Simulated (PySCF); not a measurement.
## A study: C2H8OS, SMILES `S.COC`

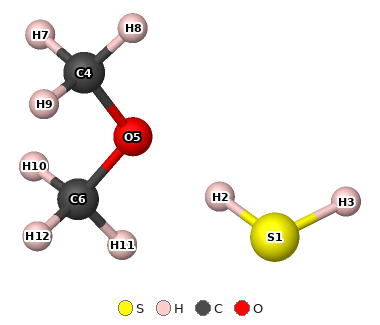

The molecule, with its atoms numbered as below. The pair's geometry is semi-empirical, so its contact may be too short or too long.

Cartesian coordinates (Å):

```
S1      -2.2050    0.0161    0.1122
H2      -0.8979    0.0267   -0.1411
H3      -2.5072   -0.1250   -1.1706
C4       1.6087   -1.1822    0.1197
O5       1.0581    0.0003   -0.4120
C6       1.6550    1.1658    0.1068
H7       2.6779   -1.2539   -0.1077
H8       1.0811   -2.0111   -0.3476
H9       1.4719   -1.2266    1.2065
H10      2.7256    1.1941   -0.1239
H11      1.1576    2.0096   -0.3668
H12      1.5239    1.2254    1.1935
```

Part 1: Bonding charge

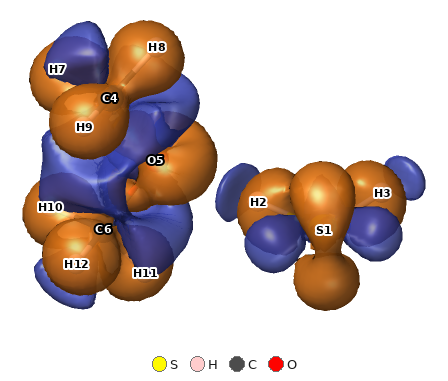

Deformation density (molecule less spherical, spin-averaged free atoms at the same positions), surfaces at ±0.05 e/Å³; orange: gain, blue: loss.

PySCF calculation, PBE/def2-SVPD, gas phase; geometry: GFN2-xTB.

Q: Describe the bonding that the map shows.

A: The five largest and four smallest: C4–H8: +0.71 e/Å³ at the bond critical point (bond length 1.09 Å). C6–H11: +0.71 e/Å³ at the bond critical point (bond length 1.09 Å). C4–H7: +0.68 e/Å³ at the bond critical point (bond length 1.10 Å). C6–H10: +0.68 e/Å³ at the bond critical point (bond length 1.10 Å). C4–H9: +0.68 e/Å³ at the bond critical point (bond length 1.10 Å). S1–H2: +0.35 e/Å³ at the bond critical point (bond length 1.33 Å). S1–H3: +0.15 e/Å³ at the bond critical point (bond length 1.32 Å). O5–C6: +0.11 e/Å³ at the bond critical point (bond length 1.41 Å); up to 0.6 Å beside the axis the gain reaches +0.31 e/Å³. C4–O5: +0.11 e/Å³ at the bond critical point (bond length 1.41 Å); up to 0.6 Å beside the axis the gain reaches +0.31 e/Å³. In all, 2.4 electrons gather in the regions of gain relative to the promolecule. A small or negative value marks a very polar bond, one between electron-rich atoms, whose free-atom densities already overlap strongly, a long bond to a heavier atom, or a closed-shell contact such as a hydrogen bond.

Q: Where do the Hirshfeld charges lie?

A: The highest Hirshfeld charge is on H8 (+0.05 e), the lowest on S1 (−0.14 e).

```json
{"atom": "S1", "charge (e)": "−0.14"}
{"atom": "H2", "charge (e)": "+0.03"}
{"atom": "H3", "charge (e)": "+0.04"}
{"atom": "C4", "charge (e)": "−0.03"}
{"atom": "O5", "charge (e)": "−0.11"}
{"atom": "C6", "charge (e)": "−0.03"}
{"atom": "H7", "charge (e)": "+0.04"}
{"atom": "H8", "charge (e)": "+0.05"}
{"atom": "H9", "charge (e)": "+0.04"}
{"atom": "H10", "charge (e)": "+0.04"}
{"atom": "H11", "charge (e)": "+0.05"}
{"atom": "H12", "charge (e)": "+0.04"}
```

Part 2: Local ionisation energy

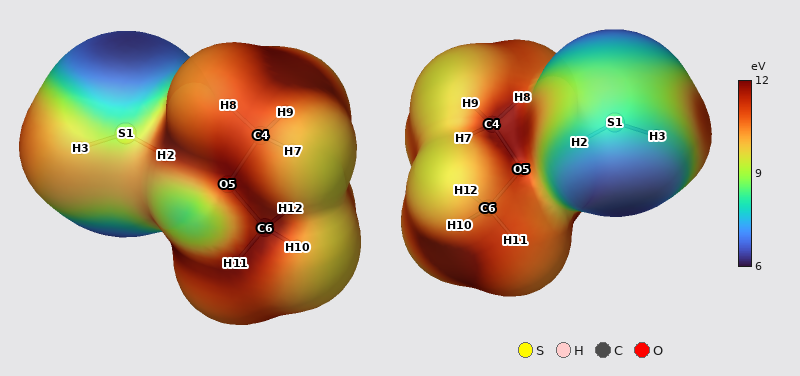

Average local ionisation energy on the surface of electron density 0.001 a.u. (back view left, front view right).

Q: Locate the minima of the map.

A: The lowest value is 6.3 eV, off the S1–H3 bond (2.3 to 2.5 Å from its atoms), and at like points elsewhere. Further minima include 8.5 eV, 1.8 Å from O5; 9.5 eV, 1.4 Å from H9, and at like points elsewhere. For comparison, the highest occupied orbital lies at −5.8 eV.

Q: What volume does the surface enclose, and what is the dipole moment?

A: About 124 Å³; the dipole moment is 2.5 D.

Part 3: Weak contacts

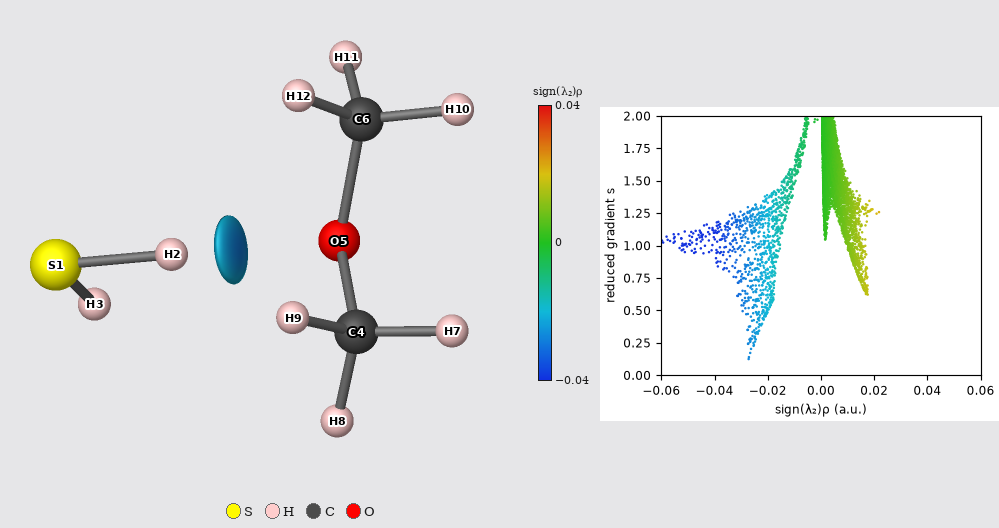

Non-covalent interaction surfaces between the fragments (reduced density gradient s = 0.5, coloured by sign(λ₂)ρ in a.u.; trimmed to the region between the fragments where ρ is under 0.06 a.u.). Fragment A: H2S (atoms 1–3); fragment B: H6C2O. The plot gives s against sign(λ₂)ρ for grid points between the fragments.

Computed with PySCF, PBE/def2-SVPD, geometry: GFN2-xTB.

Q: Interpret the surfaces between the fragments.

A: Bond critical points between the fragments: H2···O5, hydrogen bond, 1.98 Å, ρ = 0.027 a.u. It appears blue (attractive, sign(λ₂)ρ well below zero). The pose is a local one from a semi-empirical search, not shown to be the most stable.

Q: How strongly are they bound?

A: The counterpoise-corrected interaction energy of the frozen fragments is −2.7 kcal/mol without dispersion correction and −4.0 kcal/mol with D3(BJ). The pair geometry is semi-empirical, not a minimum at this level.

Part 4: Binding density

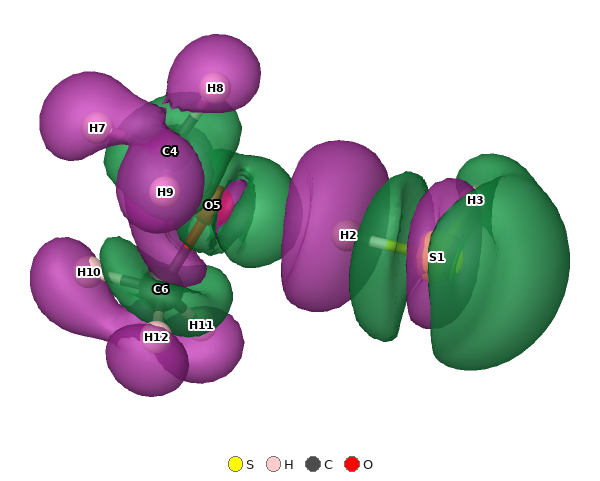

Density of the complex less the densities of the two fragments at the same geometry, ±0.0015 e/Å³ (green: gain, purple: loss). Fragment A: H2S (atoms 1–3); fragment B: H6C2O.

Q: Which way does charge flow?

A: Hirshfeld charges show 0.035 e passing from B to A. By Hirshfeld charges, electrons gather most on S1 (−0.046 e) and leave H2 most (+0.018 e); 0.10 e is displaced in all, which induces a dipole of 1.06 D.

The PySCF runs shown took 20 s and 49 s on 1 thread of Arm Neoverse V2, on a shared host.
